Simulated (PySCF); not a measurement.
Vertical excitations of a molecule C4H9O, multiplicity 2 from PySCF 2.14.0 with TDA-LC-ωPBE/def2-SVPD, as energy in eV (oscillator strength): 0.47 (0.000), 4.17 (0.000), 5.54 (0.029), 5.64 (0.003), 6.87 (0.000), 7.66 (0.037), 7.85 (0.002), 8.14 (0.012), 8.60 (0.030), 8.70 (0.017). The structure is a stationary point at B3LYP-D3(BJ)/def2-SVP. The values are those of a single conformer.

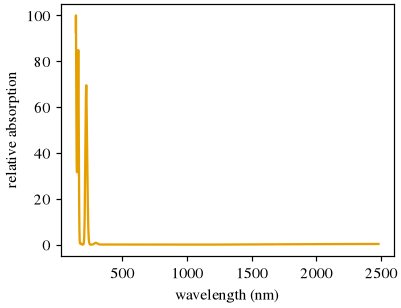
Figure: The lines broadened by 0.4 eV.

Task: Identify the compound among the candidates.
A. C[CH]CCO
B. CC(C)(C)[O]
C. [CH2]C(C)(C)O
D. CCC[CH]O

Result: B, CC(C)(C)[O]
